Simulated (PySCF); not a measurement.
# C₄H₇NSi: electronic excitations

What electronic excitations should C₄H₇NSi (`[H]/N=C(\C)C#C[SiH3]`) show?

The runs use PySCF 2.14.0, with density-fitted response routines of our own; the level of theory stands in each step. All values are computed, except where a source is named. Atoms count from 0, in the outputs and in this text.

## (1) Starting geometry

13 atoms, charge 0, multiplicity 1; geometry from: GFN2-xTB.

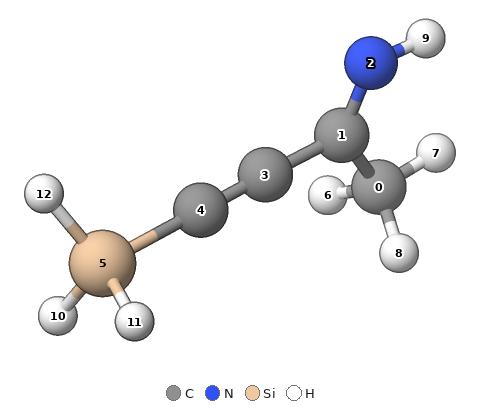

The starting geometry (carbon grey, nitrogen blue, silicon light orange, hydrogen white), atoms numbered.

## (2) Ultraviolet spectrum: PBE0/def2-SVPD

Job settings and geometry (Å):

```
{"job": {"kind": "uv", "xc": "PBE0", "basis": "def2-SVPD", "nstates": 8, "ntriplets": 3}, "charge": 0, "multiplicity": 1}
C     -2.091881     0.778428    -0.543692
C     -1.324164    -0.518100    -0.488654
N     -1.785966    -1.684329    -0.636742
C      0.068645    -0.361287    -0.238594
C      1.245692    -0.188591    -0.024902
Si     3.046241     0.047116     0.316655
H     -1.671238     1.423993    -1.313219
H     -3.143210     0.595177    -0.760474
H     -2.006418     1.296668     0.410809
H     -2.788181    -1.726082    -0.811954
H      3.427732     1.368045    -0.192367
H      3.229799    -0.016210     1.768159
H      3.788563    -1.014340    -0.364000
```

Level: TDDFT PBE0/def2-SVPD, vertical, gas phase, core orbitals frozen in the response.

On the command line:

```sh
OMP_NUM_THREADS=1 python probes_run.py task.json out
```

The driver reads the jobs from task.json and runs them one after another.

Log:

```text
coarse grid: 11376 points
cycle   1  E = -500.0709132555  dE =  5.776e-01  |g| = 4.546e-01  |ddm| = 1.003e+01
cycle   2  E = -500.0309867090  dE =  3.993e-02  |g| = 6.341e-01  |ddm| = 4.612e+00
cycle   3  E = -500.1186256387  dE = -8.764e-02  |g| = 1.386e-01  |ddm| = 3.418e+00
cycle   4  E = -500.1231184885  dE = -4.493e-03  |g| = 3.751e-02  |ddm| = 3.600e-01
cycle   5  E = -500.1234063245  dE = -2.878e-04  |g| = 1.891e-02  |ddm| = 8.129e-02
cycle   6  E = -500.1234910816  dE = -8.476e-05  |g| = 4.457e-03  |ddm| = 5.124e-02
cycle   7  E = -500.1234962992  dE = -5.218e-06  |g| = 1.083e-03  |ddm| = 1.797e-02
final grid: 105360 points
cycle   8  E = -500.1876681400  dE = -2.173e-05  |g| = 4.706e-03  |ddm| = 1.048e-01
cycle   9  E = -500.1876678700  dE =  2.701e-07  |g| = 4.960e-03  |ddm| = 4.237e-02
cycle  10  E = -500.1876739632  dE = -6.093e-06  |g| = 7.916e-04  |ddm| = 2.232e-02
cycle  11  E = -500.1876741060  dE = -1.428e-07  |g| = 2.302e-04  |ddm| = 3.593e-03
cycle  12  E = -500.1876741182  dE = -1.222e-08  |g| = 3.050e-05  |ddm| = 7.198e-04
cycle  13  E = -500.1876741185  dE = -2.260e-10  |g| = 1.243e-05  |ddm| = 1.401e-04
converged SCF energy = -500.1876741185

Static polarisability (au): isotropic 86.029, principal 59.322 73.788 124.977

Singlet excitations
state   eV       nm        f      main configurations
  1   4.5657    271.6   0.00075   H->L 0.98
  2   4.9756    249.2   0.00021   H-2->L 0.97
  3   5.5734    222.5   0.19345   H-1->L 0.78, H-2->L+1 0.15
  4   6.2115    199.6   0.00059   H-1->L+1 0.95
  5   6.7156    184.6   0.00267   H->L+1 0.92
  6   7.2249    171.6   0.08954   H->L+2 0.66, H->L+4 0.19
  7   7.2417    171.2   0.00362   H-1->L+2 0.94
  8   7.4419    166.6   0.03364   H-2->L+2 0.85

Triplet excitations (Tamm-Dancoff, eV): 3.7676 3.8161 4.6197
```

It took 40 s on 1 thread of Arm Neoverse N1, shared host; peak memory 0.72 GiB.

Frontier orbitals and where they lie:

| orbital | eV | atoms |
| --- | --- | --- |
| HOMO−3 | -9.83 | N2 22 %, C1 20 %, C0 11 % |
| HOMO−2 | -8.17 | C4 39 %, C3 37 %, Si5 7 % |
| HOMO−1 | -7.89 | C4 31 %, C3 28 %, N2 20 % |
| HOMO | -7.78 | N2 65 %, C1 11 %, H9 8 % |
| LUMO | -1.43 | N2 26 %, C1 21 %, C4 19 % |
| LUMO+1 | 0.09 | C4 26 %, C3 25 %, Si5 23 % |
| LUMO+2 | 0.45 | Si5 32 %, C4 12 %, C0 10 % |

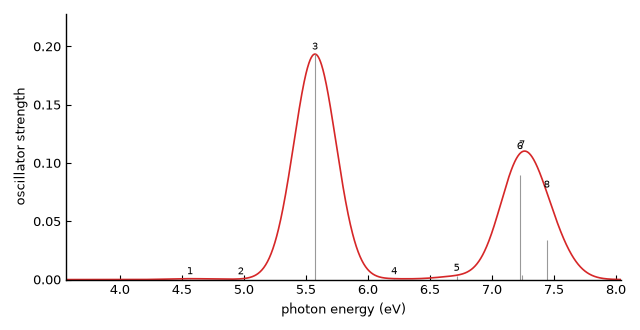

Absorption spectrum from the 8 singlet states computed; above the last one it falls off for lack of states. Lines are broadened to a width of 0.40 eV (Gaussian).

Further results of this job:

```
           property  computed
  dipole moment (D)      2.32
polarisability (Å³)     12.75
 HOMO–LUMO gap (eV)      6.35
      −ε(HOMO) (eV)      7.78
```

## (3) What came out

```
                                quantity                        value
         lowest singlet (PBE0/def2-SVPD)  4.57 eV (272 nm), f = 0.001
brightest single state of those computed  state 3, 5.57 eV, f = 0.193
                          lowest triplet                      3.77 eV
```

**Reading.** The first singlet state (HOMO→LUMO 0.98) lies at 4.57 eV and is dark; of the 8 states computed, the strongest absorption comes from state 3 at 5.57 eV. The lowest triplet lies 0.80 eV below the lowest singlet (triplets in Tamm-Dancoff, singlets in full TDDFT).
